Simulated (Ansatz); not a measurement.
These are PBE (plane waves to 420 eV, PAW; Ansatz, a program for electronic structure) values and carry that method's errors.

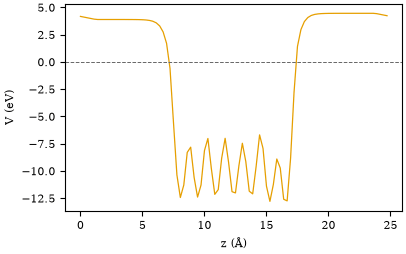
Planar average of the electrostatic potential across the slab, in eV from the Fermi level, for a constructed model of the (100) surface of bcc Fe, ferromagnetic, from a spin-polarised start, a pseudomorphic layer of Ni in the host's stacking (bottom of the slab: a bare face, its two planes held)

Model: 7-atom slab, 8.9 Å thick at the start (thin: gaps and levels are the slab's own), 13x13x1 mesh, Fermi-Dirac 0.1 eV, dipole correction, 2 atoms held, the rest relaxed; held to the start's symmetry, so lower structures may exist; spin-polarised, ending with about 15.9 μB a cell; orders that need a larger cell were not tried, no spin-orbit, no U. It is one candidate, not shown to be the stable structure of the face.

The vacuum level lies 4.46 eV above the Fermi level over the top face and 3.89 eV above it under the bottom face.
